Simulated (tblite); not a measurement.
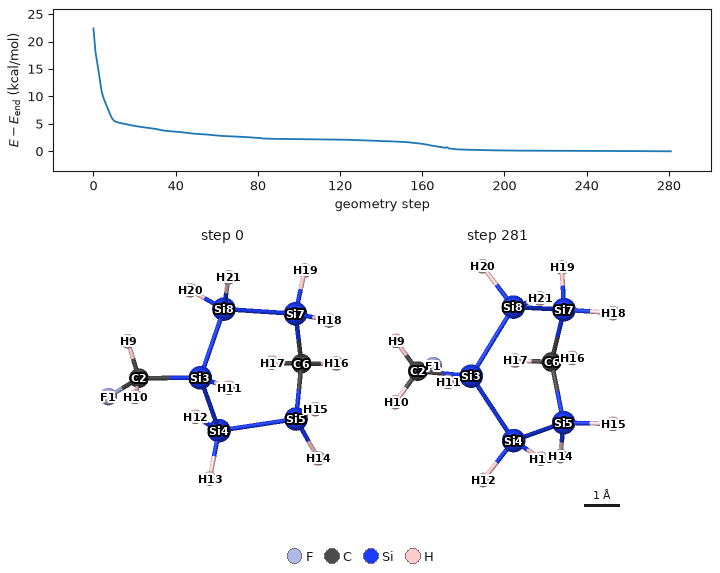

First and last geometry of a relaxation of C$_{2}$H$_{13}$FSi$_{5}$, with the history of the run. A ball-and-stick model, seen at a tilt.

These are results of GFN2-xTB geometry optimisation, gas phase in tblite 0.8.0, not measurements. 

What do the curves and the structures tell?

It converged. The largest move after the best rigid fit is that of H12, 2.75 Å. Largest moves by element: H 2.75 Å, F 2.40 Å, C 1.32 Å, Si 1.31 Å. Among the contacts that change: C2–Si3 1.827 → 1.931 Å, Si3–Si4 2.240 → 2.339 Å, Si7–Si8 2.243 → 2.325 Å, Si4–Si5 2.258 → 2.325 Å. Bond angles that change, for instance: H12–Si4–H13 114.5° → 103.1°, Si5–C6–Si7 107.8° → 118.0°, H16–C6–H17 115.4° → 105.6°. Groups turn about Si3–Si8 by about 85°, Si4–Si5 by about 70°, C2–Si3 by about 40°. After 281 geometry steps the energy has fallen by 22.4 kcal/mol. The run took 6.8 s on 1 thread of Arm Neoverse N1, on a shared host.
